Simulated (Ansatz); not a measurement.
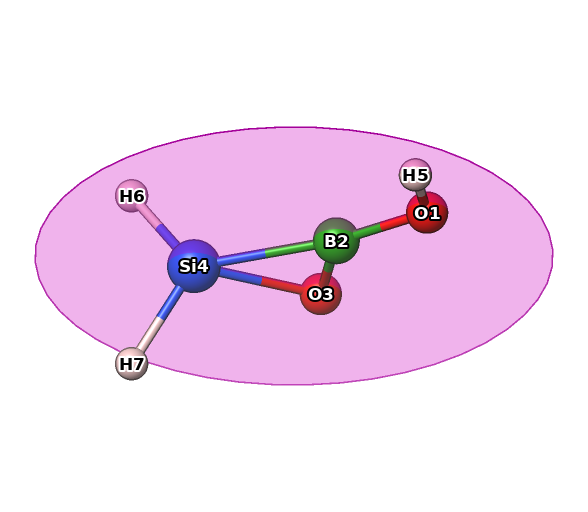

A disc through the centre of mass is drawn in. Distant atoms are faded towards the background colour. The computed structure is the end point of a PBE0-D4/def2-TZVP optimisation. No frequency run is at hand to confirm it as a minimum.

> Is the plane of the disc a mirror plane of the structure?

Yes. The reflection leaves O1, B2, O3, Si4, H5 in place and moves H6 ↔ H7. The point group is Cs.
